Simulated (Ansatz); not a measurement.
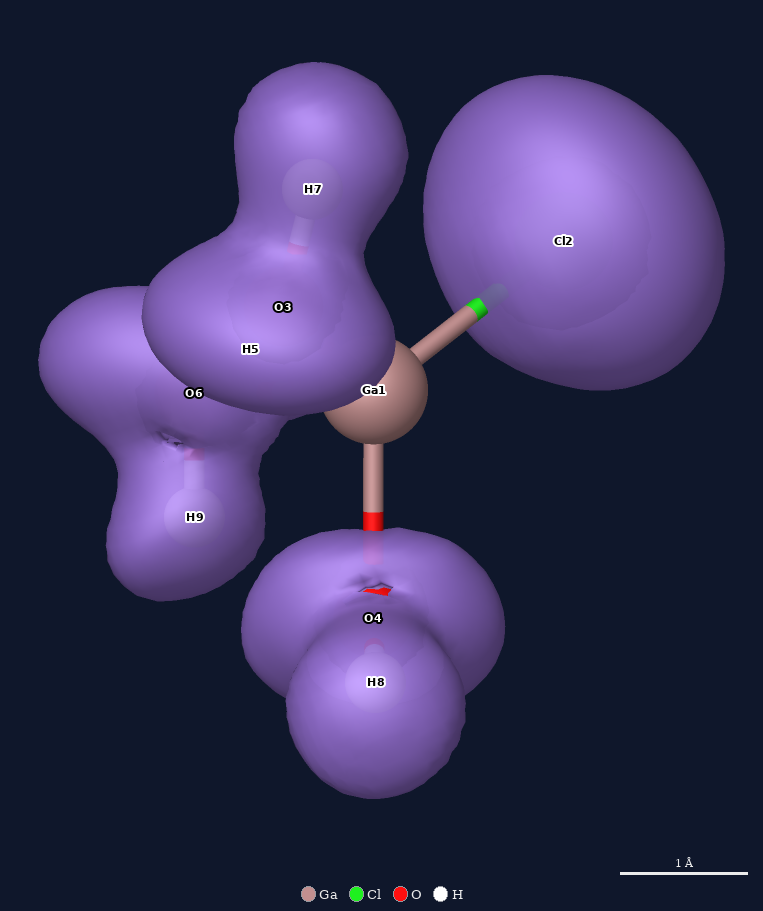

ClGaH4O3. Isosurface of the ELF at 0.75 (purple), seen at an oblique angle. Only the valence region is drawn (cores and ρ < 0.01 e/Å³ removed).

All numbers below come from RKS B3LYP/def2-SVP (Ansatz).

Input

```
crystal:
  periodic: [false, false, false]
  atoms:
    - { symbol: Ga, position_ang: [-0.648156, 0.706043, 0.135391] }
    - { symbol: Cl, position_ang: [1.148556, 1.916095, -0.337371] }
    - { symbol: O, position_ang: [-1.966741, 0.489812, -1.037434] }
    - { symbol: O, position_ang: [-0.768542, 0.101879, 1.799036] }
    - { symbol: H, position_ang: [2.082128, -0.533548, -0.555815] }
    - { symbol: O, position_ang: [1.641427, -1.394269, -0.476268] }
    - { symbol: H, position_ang: [-1.771416, 0.827861, -1.922293] }
    - { symbol: H, position_ang: [-1.542545, -0.453091, 1.958619] }
    - { symbol: H, position_ang: [1.825189, -1.660881, 0.436235] }
basis:
  gaussian: { orbitals: def2-SVP }
hamiltonian:
  xc: b3lyp
relax:
  f_tol: 0.03
  max_steps: 50
output:
  orbitals: {}
```

Launched as:

```sh
ansatz run input.yaml --threads 2 --pin off --max-ram 3072MiB --backend cpu --events-out ev --progress --plain --runs-dir out
```

The fields are those of the relaxed geometry.

Question: Describe the localisation domains.

Answer: The ELF exceeds this value in one region wrapped around Cl (its valence shell) and three joined regions spread over several atoms (H, O), in which their bonds and any lone pairs are merged. Along the contacts the grid gives the following. Ga–O (1.79 Å): the ELF peaks at about 0.85 in the valence shell of O, 0.6 Å from its nucleus, and is about 0.25 at the midpoint. Ga–Cl (2.19 Å): the ELF peaks at about 0.85 in the valence shell of Cl, 0.8 Å from its nucleus, and is about 0.55 at the midpoint.
